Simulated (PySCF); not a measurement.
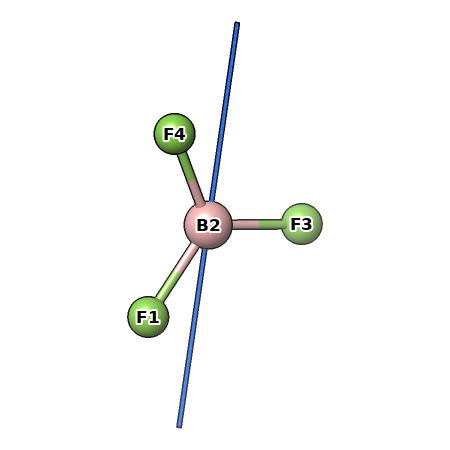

A line through the centre of mass is drawn in. Depth is shown by fading: the farther an atom, the more it takes the colour of the background. The geometry was computed by an optimisation with PBE0-D3(BJ)/def2-SVP. No frequency run is at hand to confirm it as a minimum.

Is the line a proper rotation axis of the structure, and of what order?

No. The point group is D3h, with 1 C3 axis, 3 C2 axes, 1 S3 axis and 4 mirror planes, and this line isn't one of its proper axes.
